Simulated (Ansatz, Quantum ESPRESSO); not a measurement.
# Band edges of tetragonal PbO, 1 layer under strain, part 2 of 2

Aim: band edges, gap and stiffness of tetragonal PbO, 1 layer under biaxial strain.

Quantum ESPRESSO 7.5; plane-wave DFT, PBE, GBRV ultrasoft pseudopotentials; geometry by Ansatz 0.2.0 with PAW datasets.

So far: Starting point; Relaxation with Ansatz.

### Step 3. Running the series

Under ESM bc1 levels count from the vacuum, or from the mean of the two vacuum levels where the sheet has a dipole, so band edges at unlike strains can be compared.

Level of this step: plane-wave DFT, PBE, GBRV ultrasoft pseudopotentials (Quantum ESPRESSO 7.5).

File run.py:

```python
import json
import numpy as np
from ase import Atoms
from ase.calculators.espresso import Espresso, EspressoProfile

profile = EspressoProfile(command='mpirun -n 2 pw.x -nk 2', pseudo_dir='../pseudo')
pseudopotentials = {'O': 'o_pbe_v1.2.uspp.F.UPF', 'Pb': 'pb_pbe_v1.uspp.F.UPF'}
system = {'ecutwfc': 40, 'ecutrho': 200, 'occupations': 'smearing', 'smearing': 'fd', 'degauss': 0.002}


def calculator(name, kpts, **extra):
    data = dict(control=dict(tprnfor=True, verbosity='high', disk_io='none'),
                system=system | extra,
                electrons=dict(conv_thr=1e-09, mixing_beta=0.4, mixing_mode='plain',
                               electron_maxstep=100))
    return Espresso(profile=profile, directory=name, pseudopotentials=pseudopotentials, kpts=kpts, input_data=data)


def centre(atoms):
    z = atoms.positions[:, 2]
    atoms.positions[:, 2] -= (z.max() + z.min()) / 2  # ESM wants the slab about z = 0
    return atoms

sheet = Atoms(
    ['Pb', 'O', 'O', 'Pb'],
    scaled_positions=[
        [0.5000000000, 0.0000000000, 0.4272095285],
        [0.0000000000, 0.0000000000, 0.5000000369],
        [0.5000000000, 0.5000000000, 0.5000000369],
        [0.0000000000, 0.5000000000, 0.5727903977]],
    cell=[
        [4.049496769071, 0.000000000000, 0.000000000000],
        [0.000000000000, 4.049496769071, 0.000000000000],
        [0.000000000000, 0.000000000000, 16.414213562400]],
    pbc=True)

rows = []
for strain in [-0.03, -0.015, 0.0, 0.015, 0.03]:
    atoms = sheet.copy()
    atoms.set_cell(sheet.cell.array * [[1 + strain], [1 + strain], [1]], scale_atoms=True)
    atoms = centre(atoms)
    atoms.calc = calculator(f's{strain:+.3f}', (10, 10, 1), assume_isolated='esm', esm_bc='bc1', nbnd=24)
    energy = atoms.get_potential_energy()
    levels = np.array([atoms.calc.get_eigenvalues(kpt=i) for i in range(len(atoms.calc.get_ibz_k_points()))])
    top, bottom = levels[:, 19].max(), levels[:, 20].min()
    direct = (levels[:, 20] - levels[:, 19]).min()
    rows.append([strain, energy, top, bottom, direct])
    print(f'strain {strain:+.3f}: E = {energy:.5f} eV, valence top {top:.3f}, conduction bottom {bottom:.3f}, '
          f'gap {bottom - top:.3f}, least direct gap {direct:.3f} eV')

x, energy, top, bottom, direct = np.array(rows).T
area = np.linalg.norm(np.cross(*sheet.cell[:2]))
stiffness = np.polyfit(x, energy, 2)[0] / area * 16.0218  # C11 + C12, heights clamped
print(f'valence and conduction edges move by {np.polyfit(x, top, 1)[0]:.2f} and {np.polyfit(x, bottom, 1)[0]:.2f} eV per unit biaxial strain')
print(f'C11 + C12 with clamped heights: {stiffness:.1f} N/m')
json.dump(dict(rows=rows, stiffness=stiffness), open('result.json', 'w'))
```

Run with:

```bash
$ OMP_NUM_THREADS=1 python run.py
```

What it wrote:

```text
strain -0.030: E = -5346.19371 eV, valence top -4.708, conduction bottom -1.950, gap 2.757, least direct gap 2.757 eV
strain -0.015: E = -5346.25752 eV, valence top -4.608, conduction bottom -1.985, gap 2.623, least direct gap 2.623 eV
strain +0.000: E = -5346.27603 eV, valence top -4.518, conduction bottom -2.024, gap 2.494, least direct gap 2.494 eV
strain +0.015: E = -5346.25376 eV, valence top -4.437, conduction bottom -2.057, gap 2.380, least direct gap 2.380 eV
strain +0.030: E = -5346.19543 eV, valence top -4.365, conduction bottom -2.084, gap 2.281, least direct gap 2.281 eV
valence and conduction edges move by 5.72 and -2.25 eV per unit biaxial strain
C11 + C12 with clamped heights: 88.4 N/m
```

The job ended after 9.4 min (2 MPI ranks of Intel Xeon Platinum 8488C (Sapphire Rapids), shared host; peak memory 0.56 GiB).

The input that ASE wrote for the first run, and its log:

```
&CONTROL
   verbosity        = 'high'
   tprnfor          = .true.
   disk_io          = 'none'
   pseudo_dir       = '../pseudo'
/
&SYSTEM
   nbnd             = 24
   ecutwfc          = 40
   ecutrho          = 200
   occupations      = 'smearing'
   degauss          = 0.002
   smearing         = 'fd'
   assume_isolated  = 'esm'
   esm_bc           = 'bc1'
   ntyp             = 2
   nat              = 4
   ibrav            = 0
/
&ELECTRONS
   electron_maxstep = 100
   conv_thr         = 1e-09
   mixing_mode      = 'plain'
   mixing_beta      = 0.4
/
&IONS
/
&CELL
/
&FCP
/
&RISM
/
ATOMIC_SPECIES
Pb 207.2 pb_pbe_v1.uspp.F.UPF
O 15.999 o_pbe_v1.2.uspp.F.UPF

K_POINTS automatic
10 10 1  0 0 0

CELL_PARAMETERS angstrom
3.92801186599887 0.00000000000000 0.00000000000000
0.00000000000000 3.92801186599887 0.00000000000000
0.00000000000000 0.00000000000000 16.41421356240000

ATOMIC_POSITIONS angstrom
Pb 1.9640059330 0.0000000000 -1.1947977388  
O 0.0000000000 0.0000000000 0.0000012114  
O 1.9640059330 1.9640059330 0.0000012114  
Pb 0.0000000000 1.9640059330 1.1947977388
```

```text
Program PWSCF v.7.5 starts
[citation notice left out]

     Parallel version (MPI & OpenMP), running on       2 processor cores
     Number of MPI processes:                 2
     Threads/MPI process:                     1

     MPI processes distributed on     1 nodes
[... 1 line left out ...]

Warning: card &CELL ignored
Warning: card &FCP ignored
Warning: card &RISM ignored

     Current dimensions of program PWSCF are:
     Max number of different atomic species (ntypx) = 10
     Max number of k-points (npk) =  40000
     Max angular momentum in pseudopotentials (lmaxx) =  4
     Message from routine setup:
     using ibrav=0 with symmetry is DISCOURAGED, use correct ibrav instead

     K-points division:     npool     =       2
     Subspace diagonalization in iterative solution of the eigenvalue problem:
     a serial algorithm will be used

     G-vector sticks info
     --------------------
     sticks:   dense  smooth     PW     G-vecs:    dense   smooth      PW
     Sum         877     697    213                81655    58421    9585

     Using Slab Decomposition

     bravais-lattice index     =            0
     lattice parameter (alat)  =       7.4229  a.u.
     unit-cell volume          =    1709.0795 (a.u.)^3
     number of atoms/cell      =            4
     number of atomic types    =            2
     number of electrons       =        40.00
     number of Kohn-Sham states=           24
     kinetic-energy cutoff     =      40.0000  Ry
     charge density cutoff     =     200.0000  Ry
     scf convergence threshold =      1.0E-09
     mixing beta               =       0.4000
     number of iterations used =            8  plain     mixing
     Exchange-correlation= SLA  PW   PBE  PBE
                           (   1   4   3   4   0   0   0)

     Effective Screening Medium Method
     =================================
     Boundary Conditions: Vacuum-Slab-Vacuum
     total charge in unit cell        =   0.0000
     grid points for fit at edges     =        4

[... 10 lines left out ...]
     PseudoPot. # 1 for Pb read from file:
     ../pseudo/pb_pbe_v1.uspp.F.UPF
     Pseudo is Ultrasoft + core correction, Zval = 14.0
     Generated by new atomic code, or converted to UPF format
     Using radial grid of  899 points,  6 beta functions with:
                l(1) =   0
                l(2) =   0
                l(3) =   1
                l(4) =   1
                l(5) =   2
                l(6) =   2
     Q(r) pseudized with  6 coefficients,  rinner =    1.000   1.000   1.000
                                                       1.000   1.000

     PseudoPot. # 2 for O  read from file:
     ../pseudo/o_pbe_v1.2.uspp.F.UPF
     Pseudo is Ultrasoft + core correction, Zval =  6.0
     Generated by new atomic code, or converted to UPF format
     Using radial grid of  737 points,  5 beta functions with:
                l(1) =   0
                l(2) =   0
[... 859 lines left out ...]
     estimated scf accuracy    <          8.9E-11 Ry
     smearing contrib. (-TS)   =       0.00000000 Ry
     internal energy E=F+TS    =    -392.93802460 Ry

     The total energy is F=E-TS. E is the sum of the following terms:
     one-electron contribution =     778.47615029 Ry
     hartree contribution      =    -378.48204332 Ry
     xc contribution           =    -141.51756517 Ry
     ewald contribution        =    -651.41456640 Ry

     convergence has been achieved in  28 iterations

     negative rho (up, down):  3.497E-02 0.000E+00

     Forces acting on atoms (cartesian axes, Ry/au):

     atom    1 type  1   force =     0.00000000    0.00000000   -0.02889956
     atom    2 type  2   force =     0.00000000    0.00000000    0.00000000
     atom    3 type  2   force =     0.00000000    0.00000000    0.00000000
     atom    4 type  1   force =     0.00000000    0.00000000    0.02889956
     The non-local contrib.  to forces
     atom    1 type  1   force =     0.00000000    0.00000000    0.48937122
     atom    2 type  2   force =     0.00000000    0.00000000    0.00000000
     atom    3 type  2   force =     0.00000000    0.00000000    0.00000000
     atom    4 type  1   force =     0.00000000    0.00000000   -0.48937122
     The ionic contribution  to forces
     atom    1 type  1   force =    -0.00000000    0.00000000  -73.04125367
     atom    2 type  2   force =     0.00000000    0.00000000    0.00001529
     atom    3 type  2   force =    -0.00000000   -0.00000000    0.00001529
     atom    4 type  1   force =     0.00000000   -0.00000000   73.04122309
     The local contribution  to forces
     atom    1 type  1   force =    -0.00000000    0.00000000   72.52695671
     atom    2 type  2   force =     0.00000000    0.00000000   -0.00010740
     atom    3 type  2   force =    -0.00000000   -0.00000000   -0.00010740
     atom    4 type  1   force =     0.00000000   -0.00000000  -72.52690243
     The core correction contribution to forces
     atom    1 type  1   force =    -0.00000000    0.00000000   -0.00391654
     atom    2 type  2   force =     0.00000000    0.00000000   -0.00000019
     atom    3 type  2   force =    -0.00000000   -0.00000000   -0.00000019
     atom    4 type  1   force =     0.00000000   -0.00000000    0.00391654
     The Hubbard contrib.    to forces
     atom    1 type  1   force =     0.00000000    0.00000000    0.00000000
     atom    2 type  2   force =     0.00000000    0.00000000    0.00000000
     atom    3 type  2   force =     0.00000000    0.00000000    0.00000000
     atom    4 type  1   force =     0.00000000    0.00000000    0.00000000
     The SCF correction term to forces
     atom    1 type  1   force =    -0.00000000   -0.00000000   -0.00004543
     atom    2 type  2   force =    -0.00000000   -0.00000000   -0.00000000
     atom    3 type  2   force =     0.00000000   -0.00000000   -0.00000000
     atom    4 type  1   force =     0.00000000   -0.00000000    0.00004543

     Total force =     0.040870     Total SCF correction =     0.000064
     Message from routine punch:
     Nothing written, as per user request (disk_io='none')

[... 1 line left out ...]

[... 1 line left out ...]

[... 1 line left out ...]

[... 3 lines left out ...]

[... 1 line left out ...]

[... 2 lines left out ...]

[... 1 line left out ...]

[... 1 line left out ...]

=------------------------------------------------------------------------------=
   JOB DONE.
=------------------------------------------------------------------------------=
```

This step gave:

```
biaxial stiffness : 88.42 N/m
```

The band edge from the vacuum level by biaxial strain:

```
biaxial strain (%)  valence top (eV)  conduction bottom (eV)
             -3.00             -4.71                   -1.95
             -1.50             -4.61                   -1.99
              0.00             -4.52                   -2.02
              1.50             -4.44                   -2.06
              3.00             -4.36                   -2.08
```

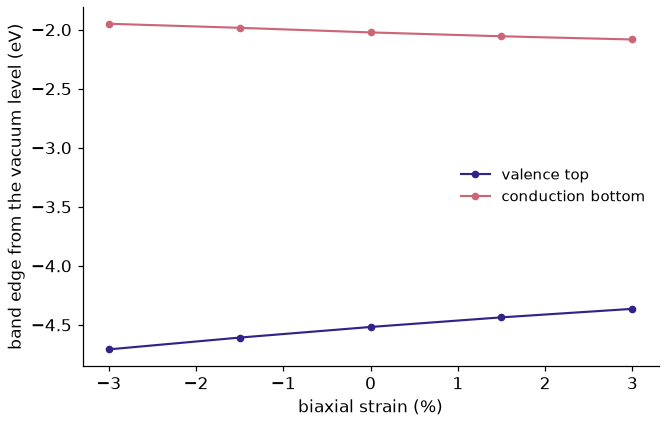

Band edge from the vacuum level, plotted against biaxial strain.

Gap against biaxial strain:

```
biaxial strain (%)  on the mesh (eV)  least direct (eV)
             -3.00              2.76               2.76
             -1.50              2.62               2.62
              0.00              2.49               2.49
              1.50              2.38               2.38
              3.00              2.28               2.28
```

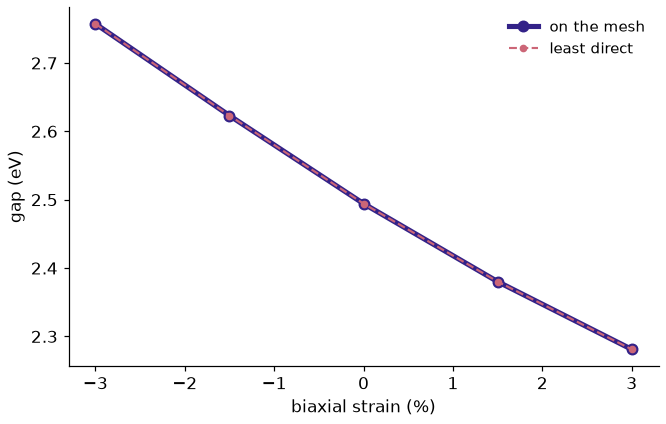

Gap against biaxial strain.

The energy over the lowest by biaxial strain:

```
biaxial strain (%)  energy over the lowest (meV)
             -3.00                          82.3
             -1.50                          18.5
              0.00                             0
              1.50                          22.3
              3.00                          80.6
```

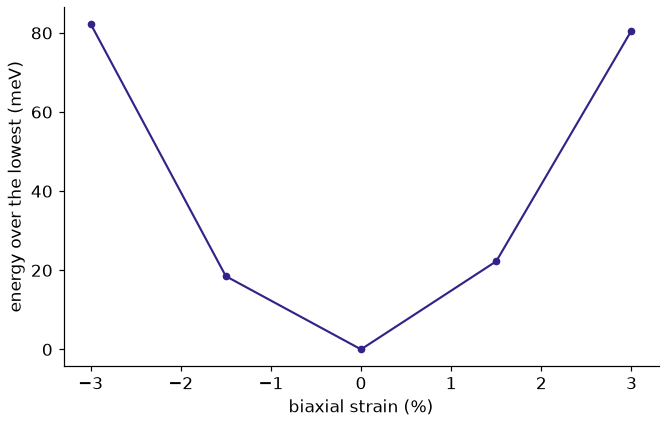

Energy over the lowest, plotted against biaxial strain.

### Step 4. Running the series: RPBE, GBRV ultrasoft

Level of this step: plane-wave DFT, RPBE, GBRV ultrasoft pseudopotentials made under PBE (Quantum ESPRESSO 7.5). input_dft overrides the functional of the files.

run.py, as its differences from the input of step 3:

```diff
@@ -7,3 +7,3 @@
 pseudopotentials = {'O': 'o_pbe_v1.2.uspp.F.UPF', 'Pb': 'pb_pbe_v1.uspp.F.UPF'}
-system = {'ecutwfc': 40, 'ecutrho': 200, 'occupations': 'smearing', 'smearing': 'fd', 'degauss': 0.002}
+system = {'ecutwfc': 40, 'ecutrho': 200, 'input_dft': 'rpbe', 'occupations': 'smearing', 'smearing': 'fd', 'degauss': 0.002}
```

Run with:

```bash
$ OMP_NUM_THREADS=1 python run.py
```

What it wrote:

```text
strain -0.030: E = -5349.20458 eV, valence top -4.587, conduction bottom -1.845, gap 2.742, least direct gap 2.742 eV
strain -0.015: E = -5349.30499 eV, valence top -4.488, conduction bottom -1.880, gap 2.608, least direct gap 2.608 eV
strain +0.000: E = -5349.35903 eV, valence top -4.399, conduction bottom -1.912, gap 2.487, least direct gap 2.487 eV
strain +0.015: E = -5349.37115 eV, valence top -4.318, conduction bottom -1.937, gap 2.381, least direct gap 2.381 eV
strain +0.030: E = -5349.34614 eV, valence top -4.246, conduction bottom -1.959, gap 2.287, least direct gap 2.287 eV
valence and conduction edges move by 5.68 and -1.90 eV per unit biaxial strain
C11 + C12 with clamped heights: 90.8 N/m
```

Wall time 10 min (2 MPI ranks); peak memory 0.56 GiB.

Read from the output:

```
biaxial stiffness : 90.80 N/m
```

Table of band edge from the vacuum level by biaxial strain:

```
biaxial strain (%)  valence top (eV)  conduction bottom (eV)
             -3.00             -4.59                   -1.84
             -1.50             -4.49                   -1.88
              0.00             -4.40                   -1.91
              1.50             -4.32                   -1.94
              3.00             -4.25                   -1.96
```

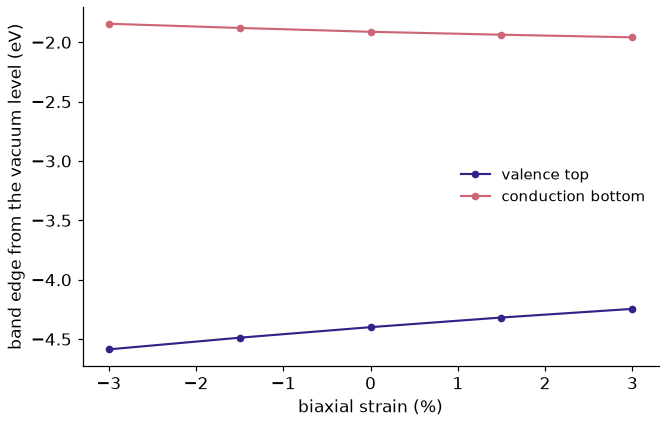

Band edge from the vacuum level against biaxial strain.

Gap against biaxial strain:

```
biaxial strain (%)  on the mesh (eV)  least direct (eV)
             -3.00              2.74               2.74
             -1.50              2.61               2.61
              0.00              2.49               2.49
              1.50              2.38               2.38
              3.00              2.29               2.29
```

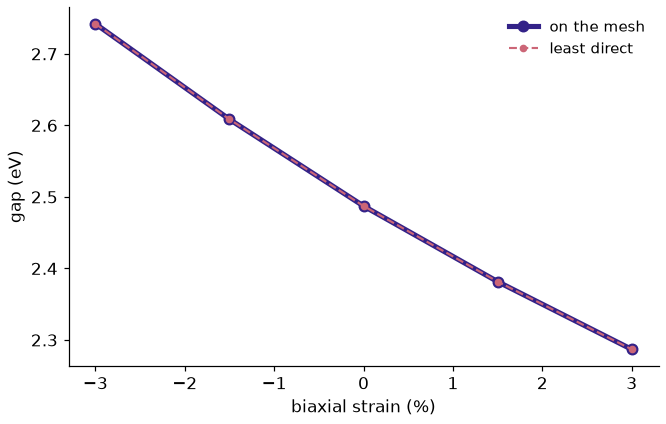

Gap, plotted against biaxial strain.

Energy over the lowest against biaxial strain:

```
biaxial strain (%)  energy over the lowest (meV)
             -3.00                           167
             -1.50                          66.2
              0.00                          12.1
              1.50                             0
              3.00                          25.0
```

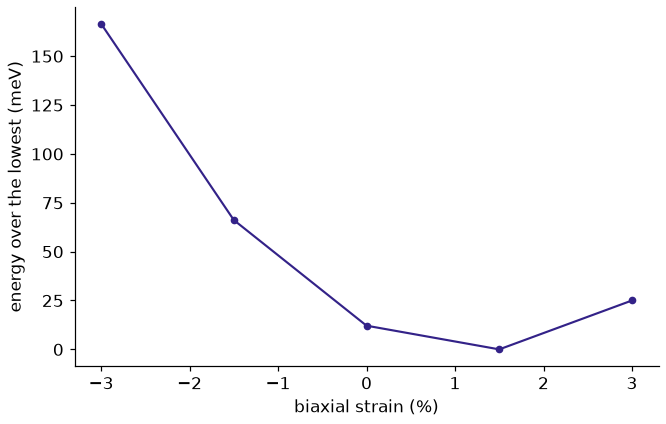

Energy over the lowest against biaxial strain.

### Step 5. The arithmetic

Under equal strain ε in the plane, E = A (C11 + C12) ε². From the points at ±1.5 %: d²E/dε² = (18.50 + 22.27 − 2 × 0.00) meV / 0.015² = 181 eV, and 181/(2 × 16.398 Å²) × 16.02 = 89 N/m.

### Step 6. What came out

```json
{"C11 + C12, heights clamped, PBE, GBRV ultrasoft": "88 N/m", "gap on the mesh at zero strain, PBE, GBRV ultrasoft": "2.49 eV", "valence top below the vacuum at zero strain, PBE, GBRV ultrasoft": "4.52 eV", "shift of the valence top per unit biaxial strain, PBE, GBRV ultrasoft": "5.7 eV", "shift of the conduction bottom per unit biaxial strain, PBE, GBRV ultrasoft": "-2.3 eV", "C11 + C12, heights clamped, RPBE, GBRV ultrasoft (made under PBE)": "91 N/m", "gap on the mesh at zero strain, RPBE, GBRV ultrasoft (made under PBE)": "2.49 eV", "valence top below the vacuum at zero strain, RPBE, GBRV ultrasoft (made under PBE)": "4.40 eV", "shift of the valence top per unit biaxial strain, RPBE, GBRV ultrasoft (made under PBE)": "5.7 eV", "shift of the conduction bottom per unit biaxial strain, RPBE, GBRV ultrasoft (made under PBE)": "-1.9 eV"}
```

The sheet's biaxial stiffness comes to 88 N/m and its gap at zero strain to 2.49 eV (PBE, GBRV ultrasoft). From −3 % to +3 % the gap on the mesh goes from 2.76 to 2.28 eV; it is direct at every strain. Heights are clamped under strain, which makes a sheet with several atomic planes too stiff. Zero strain is the PBE cell; under RPBE the energy is lowest near +1.3 %, so its stiffness is taken away from its own minimum. Semilocal gaps are too small. Spin-orbit coupling is left out; depending on the atoms that carry the levels of interest, it can split and shift them by tenths of an eV to an eV or more.

[Logs are printed without paths, hosts, clocks, repeated set-up lines and the standing remarks that a program may print on its own settings, such as how far it seeks lower states.]

[Hosts, paths, dates, database ids (printed as entryN), source tags and the programs' standing remarks are cut or masked in the printed files.]

[Maps of the electrostatic potential energy from Ansatz leave out the sawtooth potential of an applied field or a dipole correction, so their vacuum need not be flat; planar profiles and work functions include it.]
